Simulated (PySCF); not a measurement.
Consider C$_{6}$H$_{14}$N$_{2}$Si$_{2}$.

Input file:

```
{"job": {"kind": "nmr", "xc": "PBE0", "basis": "pcSseg-1"}, "charge": 0, "multiplicity": 1}
C      1.234772     2.480489    -0.964706
Si     0.891768     0.691998    -0.486450
Si     2.579149    -0.278565     0.823666
N      2.267700    -1.997162     0.811201
C     -0.762001     0.558077     0.432602
C     -2.011048     0.647117    -0.479547
C     -2.087881    -0.898426    -0.451052
C     -3.393037    -1.527770    -0.364723
N     -4.439792    -2.016175    -0.277095
C     -1.181737    -0.886046     0.804498
H      1.344642     3.111029    -0.068683
H      0.406407     2.885736    -1.567181
H      2.159039     2.563861    -1.555690
H      0.785335    -0.141798    -1.736491
H      3.941097     0.145566     0.338836
H      2.486178     0.172120     2.249143
H      2.765117    -2.590810     1.467511
H      2.202969    -2.458881    -0.090478
H     -0.743429     1.271531     1.272647
H     -1.916189     1.114406    -1.471941
H     -2.870989     1.097469     0.038200
H     -1.550554    -1.327243    -1.311757
H     -1.782416    -0.914825     1.725226
H     -0.399451    -1.657691     0.866639
```

Run with:

```sh
OMP_NUM_THREADS=1 python probes_run.py task.json out
```

Geometry: PBE0-D3(BJ)/def2-SVP.

The calculation used PBE0/pcSseg-1, SCF density, gas phase, non-relativistic in PySCF 2.14.0.

> Predict the electron density and electron localisation function between the atoms.

C–N (1.16 Å): the density is about 3.5 e/Å³ at the midpoint; the ELF peaks at about 0.85 between the atoms (a short, multiple covalent bond).
C–C (1.45 Å): ρ is about 1.8 e/Å³ halfway; the ELF peaks at about 0.95 between the atoms; a covalent bond.
C–Si (1.90 Å): ρ at the midpoint is about 0.93 e/Å³; the ELF peaks at about 0.95 between the atoms; a covalent bond.

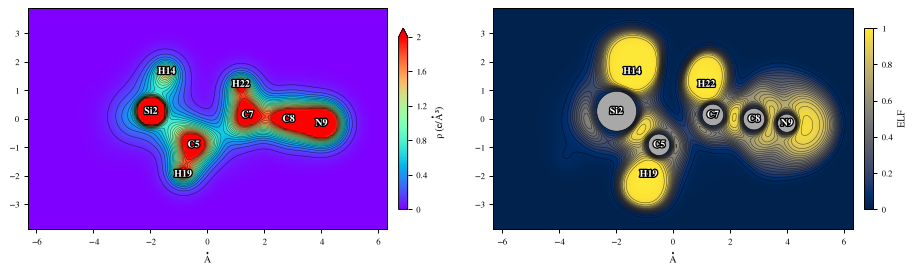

Computed electron density and electron localisation function on the plane of atoms Si2, C5 and H19, in this order. Grey discs cover the atomic cores in the ELF map. 
